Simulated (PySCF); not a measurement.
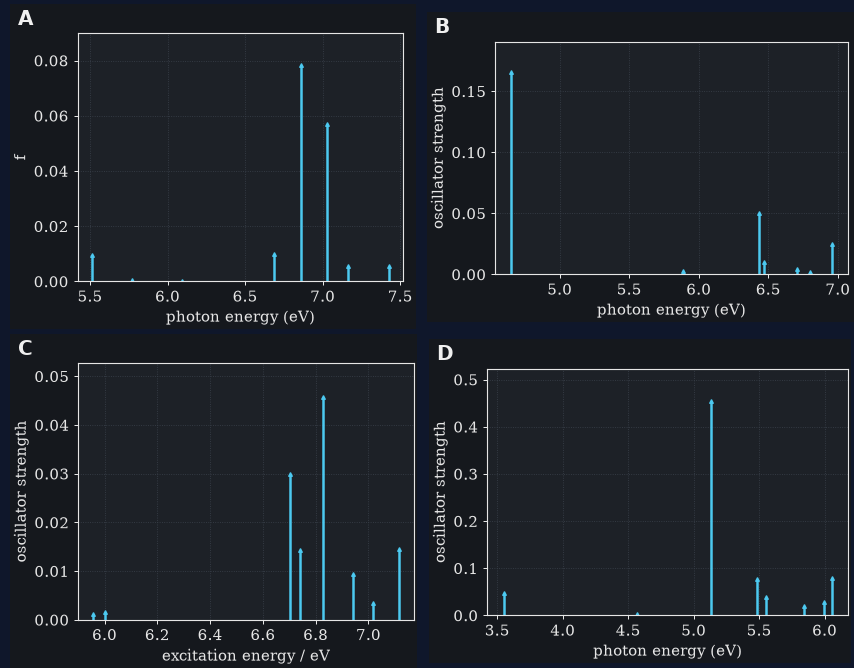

Vertical TDDFT excitations, B3LYP/def2-SVPD, PySCF, at a GFN2-xTB geometry (no frequency check), gas phase. Each panel shows the lowest singlet states that were computed.

### Which panel belongs to which molecule?
1. C₇H₈F₂, SMILES CC1=CC(F)=CC[C@@H]1F
2. C₄H₆BCl₂N, SMILES CC[C@@H](C#N)B(Cl)Cl
3. C₅H₇BBrCl, SMILES C=C(C)/C=C(/Cl)BBr
4. C₂H₉BrSi₂, SMILES [SiH3][SiH2]CCBr

A: 2 (S1 at 5.51 eV, brightest at 6.86 eV)
B: 1 (S1 at 4.65 eV, brightest at 4.65 eV)
C: 4 (S1 at 5.96 eV, brightest at 6.83 eV)
D: 3 (S1 at 3.55 eV, brightest at 5.13 eV)

Caveats, for all or some of the runs: core orbitals are frozen in the response; one conformer of a flexible molecule; spin-orbit coupling is left out, and with Br it can shift these levels and split any degenerate set; states above the negative HOMO energy depend on the basis; the tight-binding geometry is rougher than a DFT one and adds to the error.
